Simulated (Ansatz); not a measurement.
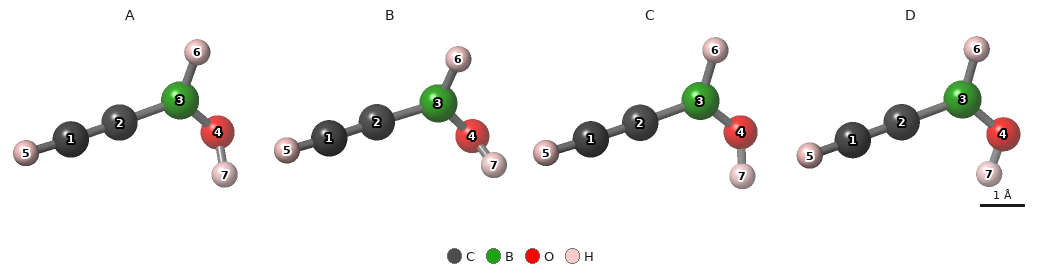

4 geometries from one relaxation of C2H3BO (coarse preliminary run), in shuffled order. Style: ball-and-stick. Shown at a tilt.

The start comes from a force field.

Theory: RKS PBE-D4/def2-SVP (Ansatz 0.2.0). Set-up: force threshold 0.03 eV/Å; at most 200 steps.

> Put them in the order of the run, from the start to the converged end.

B, A, C, D. They are steps 0, 3, 4, 8, at +0.773 eV, +0.557 eV, +0.200 eV relative to the last. The atom that moves furthest after the best rigid fit is H7 (0.66 Å). Largest moves by element: H 0.66 Å, O 0.47 Å, B 0.17 Å, C 0.11 Å. Near-neighbour distances that change, for instance: C1–H5 1.033 → 1.083 Å, B3–O4 1.387 → 1.361 Å, C1–C2 1.217 → 1.230 Å, C2–B3 1.544 → 1.536 Å. Among the angles between lasting bonds that change: C2–C1–H5 173.4° → 179.6°, C2–B3–H6 118.0° → 121.7°, B3–O4–H7 109.0° → 112.2°. Groups turn about B3–O4 by about 85°. Over 8 geometry steps the energy falls by 0.773 eV. Largest force component: 2.1 eV/Å at the start, 0.028 eV/Å at the end.
